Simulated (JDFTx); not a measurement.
Au(111) slab cut from bulk Au (space group Fm-3m, indices of the conventional cell, lattice of the Materials Project entry mp-81, not re-optimised): 3 atoms in 3 planes, a 1x1 cell of 7.53 Å² (|a| = 2.950, |b| = 2.950 Å), 4.8 Å between the outermost planes, cell height 20.8 Å, 8×8×1 k mesh, Fermi smearing 0.01 Ha, no spin polarisation.

Method: PBE, GBRV ultrasoft potentials, plane waves to 20/100 Ha, in a modified build of JDFTx. Liquid on both sides: SCCS (g09 parameters), water, 2 M NaCl; nuclei fixed. Potentials are on the SHE scale by the convention U = −μ/e − 4.44 V; references calibrated for a solvation model differ from this value.

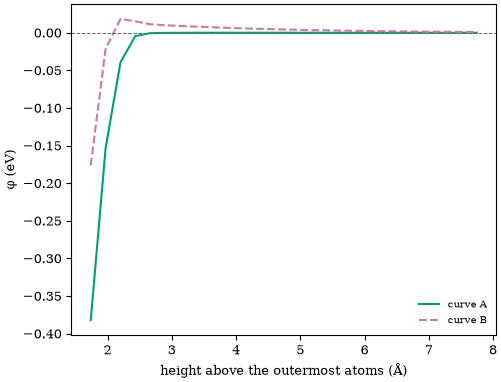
Figure. Plane-averaged electrostatic potential energy of an electron for two states of the electrode

Task: One curve is the neutral slab. Which, and what is the sign of the other's charge?

Result: Curve A is neutral (potential of zero charge, 0.69 V). Curve B is negatively charged, -3.7 μC/cm² at 0.30 V.
